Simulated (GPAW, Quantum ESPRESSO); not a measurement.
**Core-hole calculation of the Ti L₃ edge in TiNCl (Pmmn)**

Aim: the near-edge shape at the Ti L₃ edge of TiNCl (Pmmn), and what the core hole does to it.

Calculated with GPAW 26.7.0; X-ray absorption from dipole matrix elements to empty bands, plane-wave PAW LDA.

## (1) The starting structure

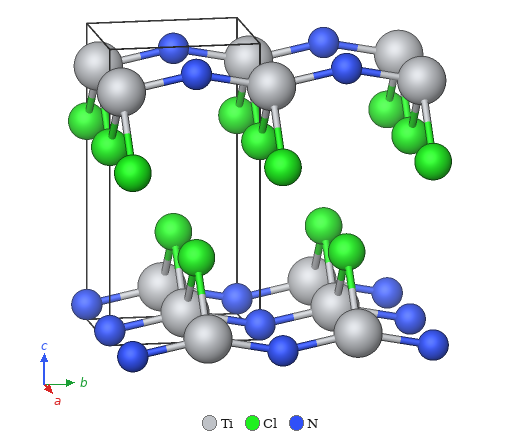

The cell as given, slightly off an axis (titanium light grey, chlorine green, nitrogen blue). 2×2×1 cells are drawn. Some periodic images of atoms are drawn too.

Coordinates:

```cif
data_structure
_symmetry_space_group_name_H-M 'Pmmn:1'
_symmetry_Int_Tables_number 59
_cell_length_a 3.2580
_cell_length_b 3.9370
_cell_length_c 7.8030
_cell_angle_alpha 90.000
_cell_angle_beta 90.000
_cell_angle_gamma 90.000
_cell_volume 100.09
loop_
_atom_site_label
_atom_site_type_symbol
_atom_site_symmetry_multiplicity
_atom_site_Wyckoff_symbol
_atom_site_fract_x
_atom_site_fract_y
_atom_site_fract_z
_atom_site_occupancy
Ti1 Ti 2 b 0.50000 0.00000 0.90000 1
Cl1 Cl 2 a 0.00000 0.00000 0.67000 1
N1 N 2 a 0.00000 0.00000 0.05000 1
```

## (2) The field without a hole

A plain self-consistent run shows whether there is a gap, which decides the set-up of the core-hole run.

scf.py reads:

```python
import numpy as np
from ase import Atoms
from ase.parallel import parprint, paropen
from gpaw import GPAW, PW, FermiDirac, Mixer, MixerDif, setup_paths
from gpaw.test import gen
setup_paths.insert(0, '.')
gen('Ti', name='nch2p', xcname='LDA', corehole=(2, 1, 0), write_xml=True)
from gpaw.mpi import world
world.barrier()

atoms = Atoms('Ti2Cl2N2',
    cell=[[3.258, 0, 0],
     [0, 3.937, 0],
     [0, 0, 7.803]],
    scaled_positions=[[0.5, 0, 0.9],
     [0, 0.5, 0.1],
     [0, 0, 0.67],
     [0.5, 0.5, 0.33],
     [0, 0, 0.05],
     [0.5, 0.5, 0.95]],
    pbc=True)
atoms.calc = calc = GPAW(legacy_gpaw=True, mode=PW(500, force_complex_dtype=True), xc='LDA', setups={0: 'nch2p'},
    kpts={'size': (8, 6, 3), 'gamma': True}, occupations=FermiDirac(0.05),
    charge=0, mixer=Mixer(0.1, 5, 50), maxiter=150,
    convergence={'density': 0.0001, 'eigenstates': 1e-6}, txt='scf.txt')
energy = atoms.get_potential_energy() + calc.get_reference_energy()
ef = calc.get_fermi_level()
out = dict(energy=energy, fermi=ef, forces=atoms.get_forces().tolist())
parprint(f'all-electron energy {energy:.4f} eV, Fermi level {ef:.4f} eV')
ev = np.array([[calc.get_eigenvalues(k, s) for k in range(len(calc.get_ibz_k_points()))] for s in range(calc.get_number_of_spins())])
out['homo'], out['lumo'], out['counts'] = ev[ev < ef].max(), ev[ev > ef].min(), sorted(set((ev < ef).sum((0, 2)).tolist()))
out['filled'] = (ev[:, 0] < ef).sum(1).tolist()
import json
with paropen('out.json', 'w') as f:
    json.dump(out, f)
```

Command:

```sh
$ OMP_NUM_THREADS=1 mpirun -n 4 gpaw python scf.py
```

Numbers of over 12 decimals in the logs are rounded to 6 here.

Output:

```text
Input parameters:
  convergence: {density: 0.0001,
                eigenstates: 1e-06}
  kpts: {gamma: True,
         size: (8, 6, 3)}
  maxiter: 150
  mixer: {backend: pulay,
          beta: 0.1,
          method: separate,
          nmaxold: 5,
          weight: 50}
  mode: {ecut: 500.0,
         force_complex_dtype: True,
         name: pw}
  occupations: {fixmagmom: False,
                name: fermi-dirac,
                width: 0.05}
  setups: {0: nch2p}

Initialize ...

[... PAW data sets ...]

Reference energy: -74327.906266  # eV

Spin-paired calculation

[... convergence settings ...]
Symmetries present (total): 4
  [... symmetry matrices ...]

144 k-points: 8 x 6 x 3 Monkhorst-Pack grid + [1/16,1/12,0.000000]
40 k-points in the irreducible part of the Brillouin zone
       k-points in crystal coordinates                weights
   0:     0.00000000    0.00000000    0.00000000          1/144
   1:     0.00000000    0.00000000    0.33333333          2/144
   2:     0.00000000    0.16666667    0.00000000          2/144
   3:     0.00000000    0.16666667    0.33333333          4/144
   4:     0.00000000    0.33333333    0.00000000          2/144
   5:     0.00000000    0.33333333    0.33333333          4/144
   6:     0.00000000    0.50000000    0.00000000          1/144
   7:     0.00000000    0.50000000    0.33333333          2/144
   8:     0.12500000    0.00000000    0.00000000          2/144
   9:     0.12500000    0.00000000    0.33333333          4/144
          ...
  39:     0.50000000    0.50000000    0.33333333          2/144

Wave functions: Plane wave expansion
  Cutoff energy: 500.000 eV
  Number of coefficients (min, max): 2518, 2562
  Pulay-stress correction: 0.000000 eV/Ang^3 (de/decut=0.000000)
  Using FFTW library
  Wavefunction extrapolation:
    Improved wavefunction reuse through dual PAW basis

Occupation numbers: Fermi-Dirac:
  width: 0.0500  # eV

Eigensolver
   Davidson(niter=2)

Densities:
  Coarse grid: 18*21*42 grid
  Fine grid: 36*42*84 grid
  Total Charge: 0.000000

Density mixing:
  Method: separate
  Backend: pulay
  Linear mixing parameter: 0.1
  old densities: 5
  Width of damping distribution: 1.1
  Damping of long wavelength oscillations: 50

[... Hamiltonian set-up ...]
Number of atoms: 6
Number of atomic orbitals: 42
Number of bands in calculation: 33
Number of valence electrons: 48
Bands to converge: occupied

... initialized

Initializing position-dependent things.

Density initialized from atomic densities
Creating initial wave functions:
  33 bands from LCAO basis set

Positions:
   0 Ti     1.629000    0.000000    7.022700    ( 0.0000,  0.0000,  0.0000)
   1 Ti     0.000000    1.968500    0.780300    ( 0.0000,  0.0000,  0.0000)
   2 Cl     0.000000    0.000000    5.228010    ( 0.0000,  0.0000,  0.0000)
   3 Cl     1.629000    1.968500    2.574990    ( 0.0000,  0.0000,  0.0000)
   4 N      0.000000    0.000000    0.390150    ( 0.0000,  0.0000,  0.0000)
   5 N      1.629000    1.968500    7.412850    ( 0.0000,  0.0000,  0.0000)

Unit cell:
           periodic     x           y           z      points  spacing
  1. axis:    yes    3.258000    0.000000    0.000000    18     0.1810
  2. axis:    yes    0.000000    3.937000    0.000000    21     0.1875
  3. axis:    yes    0.000000    0.000000    7.803000    42     0.1858

  Lengths:   3.258000   3.937000   7.803000
  Angles:   90.000000  90.000000  90.000000

Effective grid spacing dv^(1/3) = 0.1847

iter:   1   -53.011098
iter:   2   -48.792704   -0.77  -0.97
iter:   3   -46.501376   -0.22  -1.10
iter:   4   -46.604800   -1.51  -1.47
iter:   5   -46.456752   -1.96  -1.41
iter:   6   -46.378374   -1.28  -1.68
iter:   7   -46.341276   -2.27  -2.04
iter:   8   -46.327613   -2.55  -2.23
iter:   9   -46.327372c  -3.11  -2.70
iter:  10   -46.326980c  -4.00  -2.95
iter:  11   -46.326954c  -4.57  -3.10
iter:  12   -46.326920c  -4.99  -3.27
iter:  13   -46.326903c  -5.20  -3.36
iter:  14   -46.326887c  -5.98  -3.58
iter:  15   -46.326881c  -5.71  -3.68
iter:  16   -46.326880c  -6.95c -4.26c

Converged after 16 iterations.

Dipole moment: (-0.000000, -0.000000, 0.000084) |e|*Ang

Energy contributions relative to reference atoms: (reference = -74327.906266)

Kinetic:        +32.001337
Potential:      -37.477272
External:        +0.000000
XC:             -40.837701
Entropy (-ST):   -0.000152
Local:           -0.013168
SIC:             +0.000000
--------------------------
Free energy:    -46.326956
Extrapolated:   -46.326880

Showing only first 2 kpts
 Kpt  Band  Eigenvalues  Occupancy
  0    22      3.33556    2.00000
  0    23      4.19161    1.98814
  0    24      4.70337    0.01196
  0    25      5.80728    0.00000

  1    22      3.24737    2.00000
  1    23      4.19218    1.98801
  1    24      4.70347    0.01194
  1    25      5.79921    0.00000

Fermi level: 4.44771

Gap: 0.511 eV
Transition (v -> c):
  (s=0, k=1, n=23, [0.00, 0.00, 0.33]) -> (s=0, k=0, n=24, [0.00, 0.00, 0.00])
Direct/indirect transitions are different
Direct gap: 0.511 eV
Transition at: (s=0, k=1, n=23, [0.00, 0.00, 0.33])

Forces in eV/Ang:
  0 Ti    0.00000    0.00000    0.68253
  1 Ti    0.00000    0.00000   -0.68208
  2 Cl    0.00000    0.00000   -0.00577
  3 Cl    0.00000    0.00000    0.00496
  4 N     0.00000    0.00000   -0.26562
  5 N     0.00000    0.00000    0.26598
Scalar-relativistic atomic LDA calculation for Ti (Titanium, Z=22)
Core hole in 2p state (2p occupation: 6.0)
600 radial gridpoints.
|------------------------------------------------|
|------------------------------------------------|
[... the atom generator's iteration count ...]

Energy contributions:
-------------------------
Kinetic:     +858.169401
XC:           -40.035523
Potential:  -1669.760805
-------------------------
Total:       -851.626927

state      eigenvalue         ekin         rmax
-----------------------------------------------
1s^2.0 :  -178.412898   235.142209        0.046
2s^2.0 :   -19.674824    40.676506        0.270
2p^6.0 :   -16.315972    39.591103        0.219
3s^2.0 :    -2.287902     8.427789        0.869
3p^6.0 :    -1.425558     7.161594        0.900
3d^2.0 :    -0.164024     3.704740        0.977
4s^2.0 :    -0.168799     0.875365        2.882
4p^0.0 :    -0.056429     0.465286        3.811
-----------------------------------------------
(units: Bohr and Hartree)

Generating PAW setup
Kinetic energy of the core from tauc = 793.509929
Cutoffs:
rc(s)=2.400
rc(p)=2.000
rc(d)=2.000
rc(vbar)=1.800
rc(comp)=2.300
rc(nct)=2.400

Kinetic energy of the core states: 789.184048
Charge: 0.0
Core electrons: 10.0
Valence electrons: 12.0
Pseudo-core charge: 0.000001
Shape function alpha=1.890
Pseudo-electron charge 6.382666
state    eigenvalue         norm
--------------------------------
3s(2) :    -2.287902     0.302066
4s(2) :    -0.168799     0.990650
3p(6) :    -1.425558     0.436626
4p(0) :    -0.056429     0.981035
3d(2) :    -0.164024     0.588737
*d    :     0.835976
--------------------------------

Diagonalizing with gridspacing h=0.050

state   all-electron     PAW
-------------------------------
3s:      -2.287902    -2.288205
3p:      -1.425558    -1.426242
3d:      -0.164024    -0.164519
*f:                    0.065395
-------------------------------
all-electron energy -74374.2331 eV, Fermi level 4.4477 eV
```

Wall time 23 s (4 MPI ranks of Arm Neoverse V1, shared host); peak memory 0.23 GiB.

The mesh shows a gap of 0.51 eV, so the hole is first treated in a charged cell, without the excited electron.

## (3) Spectrum without a core hole, Ti atom 1

This cheap baseline ignores the attraction of the hole: it shows the absorber's empty states as they are in the ground state. The data set with a hole of occupation 0 only carries the core orbital.

The absorber has 4 N at 2.01 Å and 2 Cl at 2.42 Å (distorted octahedral, site symmetry mm2).

xas.py reads:

```python
import numpy as np
from ase import Atoms
from ase.parallel import parprint, paropen
from gpaw import GPAW, PW, FermiDirac, Mixer, MixerDif, setup_paths
from gpaw.test import gen
setup_paths.insert(0, '.')
gen('Ti', name='nch2p', xcname='LDA', corehole=(2, 1, 0), write_xml=True)
from gpaw.mpi import world
world.barrier()

atoms = Atoms('Ti2Cl2N2',
    cell=[[3.258, 0, 0],
     [0, 3.937, 0],
     [0, 0, 7.803]],
    scaled_positions=[[0.5, 0, 0.9],
     [0, 0.5, 0.1],
     [0, 0, 0.67],
     [0.5, 0.5, 0.33],
     [0, 0, 0.05],
     [0.5, 0.5, 0.95]],
    pbc=True)
atoms.calc = calc = GPAW(legacy_gpaw=True, mode=PW(500, force_complex_dtype=True), xc='LDA', setups={0: 'nch2p'},
    kpts={'size': (8, 6, 3), 'gamma': True}, occupations=FermiDirac(0.02),
    charge=0, mixer=Mixer(0.1, 5, 50), maxiter=150,
    convergence={'density': 0.0001, 'eigenstates': 1e-6}, txt='scf.txt')
energy = atoms.get_potential_energy() + calc.get_reference_energy()
ef = calc.get_fermi_level()
out = dict(energy=energy, fermi=ef, forces=atoms.get_forces().tolist())
parprint(f'all-electron energy {energy:.4f} eV, Fermi level {ef:.4f} eV')
ev = np.array([[calc.get_eigenvalues(k, s) for k in range(len(calc.get_ibz_k_points()))] for s in range(calc.get_number_of_spins())])
out['homo'], out['lumo'], out['counts'] = ev[ev < ef].max(), ev[ev > ef].min(), sorted(set((ev < ef).sum((0, 2)).tolist()))
out['filled'] = (ev[:, 0] < ef).sum(1).tolist()

from ase.units import Ha
from gpaw.xas import dipole_matrix_elements
nb = int(calc.get_number_of_electrons() / 2) + 73
top, nb = nb, nb + 8 + nb // 12
nscf = calc.fixed_density(kpts={'size': (7, 6, 3), 'gamma': True}, nbands=nb,
    convergence={'bands': top, 'eigenstates': 5e-3}, maxiter=60, txt='nscf.txt')
cell = atoms.cell.array
ops = [cell.T @ U.T @ np.linalg.inv(cell.T) for U in nscf.wfs.kd.symmetry.op_scc]
filled = [24]  # bands filled in the ground state, by spin
E = np.arange(-25, 34, 0.1)
fwhm = np.interp(E, [4, 25], [0.9, 3.5])
Y, X, zero, highest = 0, 0, 1e9, 1e9
for spin in range(nscf.get_number_of_spins()):
    wfs = nscf.wfs
    mine = wfs.bd.get_slice()  # this rank's bands
    A = dipole_matrix_elements(wfs.setups[0])
    eps = np.zeros((wfs.kd.nibzkpts, nb))
    d = np.zeros((3, A.shape[1], wfs.kd.nibzkpts, nb), complex)
    for kpt in wfs.kpt_u:
        if kpt.s == spin and 0 in kpt.P_ani:
            eps[kpt.k, mine] = kpt.eps_n * Ha
            d[:, :, kpt.k, mine] = (kpt.weight * wfs.nspins / 2) ** 0.5 * np.inner(A, kpt.P_ani[0])
    world.sum(eps)
    world.sum(d)
    T = np.einsum('amkn,bmkn->abkn', d, d.conj()).real
    T = sum(np.einsum('ai,ijkn,bj->abkn', R, T, R) for R in ops) / len(ops)
    empty = np.ones_like(eps, bool) & (np.arange(nb) >= filled[spin])
    zero, highest = min(zero, eps[empty].min()), min(highest, eps[:, top - 1].min())
    lines = [(eps, T, empty)] if spin == 0 else lines + [(eps, T, empty)]
for eps, T, empty in lines:
    f = np.einsum('aakn->akn', T).reshape(3, -1)
    x = eps.ravel() - zero
    w = np.interp(x, E, fwhm) / 2.35482
    g = np.exp(-0.5 * ((E[:, None] - x) / w) ** 2) / (w * (2 * np.pi) ** 0.5)
    Y = Y + (f * empty.ravel()) @ g.T
    X = X + (f * ~empty.ravel()) @ g.T
out.update(E=E.round(2).tolist(), xas=Y.tolist(), xes=X.tolist(), zero=zero, valid=highest - zero, nk=len(eps), nb=nb)
for i in range(0, len(E), 10):
    parprint(f'{E[i]:7.2f}', *(f'{v:10.3e}' for v in Y[:, i]))
import json
with paropen('out.json', 'w') as f:
    json.dump(out, f)
```

Command:

```sh
$ OMP_NUM_THREADS=1 mpirun -n 4 gpaw python xas.py
```

Output:

```text
Input parameters:
  convergence: {density: 0.0001,
                eigenstates: 1e-06}
  kpts: {gamma: True,
         size: (8, 6, 3)}
  maxiter: 150
  mixer: {backend: pulay,
          beta: 0.1,
          method: separate,
          nmaxold: 5,
          weight: 50}
  mode: {ecut: 500.0,
         force_complex_dtype: True,
         name: pw}
  occupations: {fixmagmom: False,
                name: fermi-dirac,
[...]
*d    :     0.835976
--------------------------------

Diagonalizing with gridspacing h=0.050

state   all-electron     PAW
-------------------------------
3s:      -2.287902    -2.288205
3p:      -1.425558    -1.426242
3d:      -0.164024    -0.164519
*f:                    0.065395
-------------------------------
all-electron energy -74374.2332 eV, Fermi level 4.4478 eV
[...]
32.00  2.355e-04  2.187e-04  2.548e-04
  33.00  2.434e-04  2.435e-04  2.598e-04
[key lines of the parts left out:]
Converged after 16 iterations.
Dipole moment: (-0.000000, -0.000000, 0.000068) |e|*Ang
Free energy:    -46.326931
Fermi level: 4.44778
```

Wall time 50 s (4 MPI ranks); peak memory 0.33 GiB; 3.3 min of CPU time.

The Ti L₃ spectrum, Ti atom 1, no core hole (energy from the lowest empty level; intensity scaled to a mean of 1 over the first 20 eV; polarised curves are means over the symmetry-equivalent atoms):

```csv
E (eV),isotropic,ε ∥ x,ε ∥ y,ε ∥ z
-2.0,0.00,0.00,0.00,0.00
-0.5,0.02,0.03,0.03,0.00
1.0,4.13,3.35,3.61,5.43
2.5,2.20,2.21,2.61,1.78
4.0,3.12,3.72,2.35,3.27
5.5,1.24,0.87,2.38,0.47
7.0,0.15,0.14,0.15,0.15
8.5,0.32,0.31,0.34,0.30
10.0,0.33,0.31,0.27,0.42
11.5,0.41,0.48,0.26,0.48
13.0,0.36,0.40,0.24,0.45
14.5,0.26,0.24,0.18,0.37
16.0,0.25,0.22,0.23,0.29
17.5,0.29,0.27,0.32,0.29
19.0,0.30,0.30,0.34,0.28
20.5,0.32,0.33,0.36,0.27
22.0,0.32,0.33,0.35,0.28
23.5,0.30,0.31,0.30,0.29
25.0,0.28,0.29,0.27,0.28
26.5,0.28,0.28,0.27,0.28
28.0,0.28,0.27,0.28,0.29
29.5,0.27,0.27,0.25,0.30
31.0,0.28,0.28,0.25,0.31
```

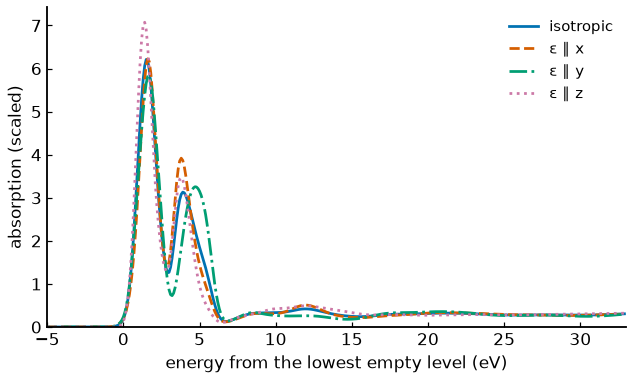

The Ti L₃ edge, Ti atom 1, no core hole: main maxima at 1.5, 3.9 and 12.0 eV.

Main maxima below 30 eV (height): 1.5 eV (6.21), 3.9 eV (3.13) and 12.0 eV (0.42). At an L edge the dipole rule selects empty d (and weakly s) states on the absorber, and the strong line at the onset measures the empty part of its d band. 2p–3d multiplets, which reshape such L edges, aren't in a one-electron spectrum.

The same matrix elements for filled bands give the Ti L₃ emission of Ti atom 1 (ground-state approximation; energy from the lowest empty level, largest value 1):

```csv
E (eV),emission
-24.0,0.00
-22.5,0.00
-21.0,0.00
-19.5,0.00
-18.0,0.00
-16.5,0.00
-15.0,0.02
-13.5,0.07
-12.0,0.00
-10.5,0.00
-9.0,0.00
-7.5,0.00
-6.0,0.20
-4.5,0.99
-3.0,0.54
-1.5,0.25
0.0,0.00
1.5,0.00
3.0,0.00
```

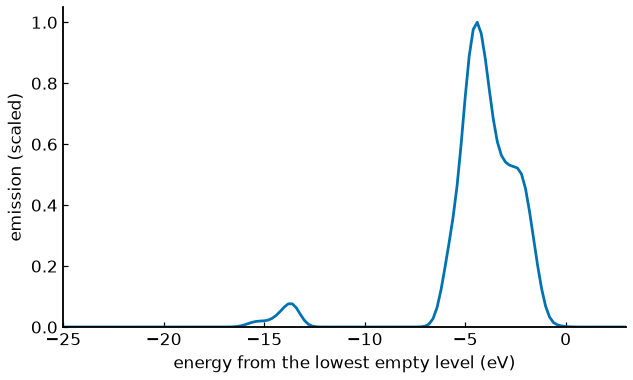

X-ray emission from the filled bands.

Emission maxima: -13.8 eV (0.08) and -4.4 eV (1.00).

## (4) Reference energy of the supercell

The photon energy needs a difference of total energies, so the cell and mesh of the coming hole run are first run without a hole.

Changes to scf.py since step 2:

```diff
@@ -10,15 +10,33 @@
 
-atoms = Atoms('Ti2Cl2N2',
-    cell=[[3.258, 0, 0],
-     [0, 3.937, 0],
-     [0, 0, 7.803]],
-    scaled_positions=[[0.5, 0, 0.9],
-     [0, 0.5, 0.1],
-     [0, 0, 0.67],
-     [0.5, 0.5, 0.33],
-     [0, 0, 0.05],
-     [0.5, 0.5, 0.95]],
+atoms = Atoms('Ti8Cl8N8',
+    cell=[[-6.516, 3.937, 0],
+     [6.516, 3.937, 0],
+     [0, 3.937, -7.803]],
+    scaled_positions=[[0.325, 0.575, 0.1],
+     [0.825, 0.075, 0.1],
+     [0.075, 0.825, 0.1],
+     [0.575, 0.325, 0.1],
+     [0.3, 0.3, 0.9],
+     [0.8, 0.8, 0.9],
+     [0.05, 0.55, 0.9],
+     [0.55, 0.05, 0.9],
+     [0.335, 0.335, 0.33],
+     [0.835, 0.835, 0.33],
+     [0.085, 0.585, 0.33],
+     [0.585, 0.085, 0.33],
+     [0.29, 0.54, 0.67],
+     [0.79, 0.04, 0.67],
+     [0.04, 0.79, 0.67],
+     [0.54, 0.29, 0.67],
+     [0.025, 0.025, 0.95],
+     [0.525, 0.525, 0.95],
+     [0.775, 0.275, 0.95],
+     [0.275, 0.775, 0.95],
+     [0.6, 0.85, 0.05],
+     [0.1, 0.35, 0.05],
+     [0.35, 0.1, 0.05],
+     [0.85, 0.6, 0.05]],
     pbc=True)
 atoms.calc = calc = GPAW(legacy_gpaw=True, mode=PW(500, force_complex_dtype=True), xc='LDA', setups={0: 'nch2p'},
-    kpts={'size': (8, 6, 3), 'gamma': True}, occupations=FermiDirac(0.05),
+    kpts={'size': (3, 3, 3), 'gamma': True}, occupations=FermiDirac(0.02),
     charge=0, mixer=Mixer(0.1, 5, 50), maxiter=150,
```

Command:

```sh
$ OMP_NUM_THREADS=1 mpirun -n 4 gpaw python scf.py
```

Output:

```text
Input parameters:
  convergence: {density: 0.0001,
                eigenstates: 1e-06}
  kpts: {gamma: True,
         size: (3, 3, 3)}
  maxiter: 150
  mixer: {backend: pulay,
          beta: 0.1,
          method: separate,
          nmaxold: 5,
          weight: 50}
  mode: {ecut: 500.0,
         force_complex_dtype: True,
         name: pw}
  occupations: {fixmagmom: False,
                name: fermi-dirac,
[...]
warnings.warn(
<dir> UserWarning: Using symmetrized grid: (48,48,48).

  warnings.warn('Using symmetrized grid: ({},{},{}).\n'.format(*N_c))
<dir> UserWarning: Using symmetrized grid: (48,48,48).

  warnings.warn('Using symmetrized grid: ({},{},{}).\n'.format(*N_c))
<dir> UserWarning: Using symmetrized grid: (48,48,48).

  warnings.warn('Using symmetrized grid: ({},{},{}).\n'.format(*N_c))
all-electron energy -297496.9267 eV, Fermi level 4.4488 eV
[key lines of the parts left out:]
Converged after 18 iterations.
Dipole moment: (0.000000, -48.502496, 0.000000) |e|*Ang
Free energy:   -185.301571
Fermi level: 4.44881
```

Elapsed: 3.2 min, on 4 MPI ranks; peak memory 0.45 GiB; 13 min of CPU time.

Reference energy: -297496.927 eV with the cores included.

[end of part 1 of 2]

[Banner, clock and machine lines of the logs are left out without a mark of their own.]

[Logs are printed without paths, hosts, clocks, repeated set-up lines and the standing remarks that a program may print on its own settings, such as how far it seeks lower states.]

[Hosts, paths, dates, database ids (printed as entryN), source tags and the programs' standing remarks are cut or masked in the printed files.]

[Lists of maxima count a maximum above −3 eV only where it reaches 4 % of the highest in the window and stands out from its surroundings by 2 % of it (1.5 % where it reaches 55 %); shoulders and weaker maxima are passed over, and of the rest the first, up to two pre-edge ones and the few strongest are named.]
